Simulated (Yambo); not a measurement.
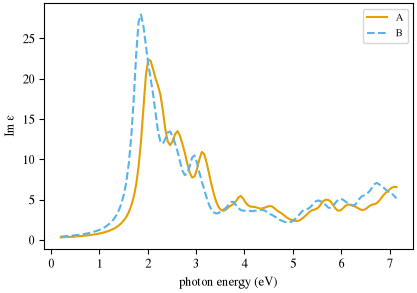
Fig. 1. Two computed absorption spectra of CaB$_{2}$C$_{2}$ (space group I4/mcm, No. 140) (Yambo, PBEsol bands with the same scissor, field along x)

Axes are Cartesian, with cell vectors (Å) (-2.67, 2.67, 3.70), (2.67, -2.67, 3.70), (2.67, 2.67, -3.70).

Task: Which curve includes the electron-hole attraction (BSE)?

Result: Curve B: the attraction moves weight to lower energy (centre of the plotted range 3.4 eV against 3.6 eV). Settings: 4×4×4 mesh, 11 valence and 12 conduction bands, static screening with 63 bands and a 3 Ry block, scissor 0.58 eV, Tamm-Dancoff. The scissor comes from a G0W0 run whose convergence isn't established. Broadening 0.15 eV. The band window holds all transitions up to 7.7 eV. On this mesh the peak heights and the fine structure are mesh artefacts; only the shift of weight is robust.

Geometry of the Materials Project entry, not relaxed at this level; primitive cell a = b = c = 5.293 Å, α = β = 119.31°, γ = 91.19°.

The structure is a Materials Project entry; no match was found in the copy of COD used, and its stability was not checked.
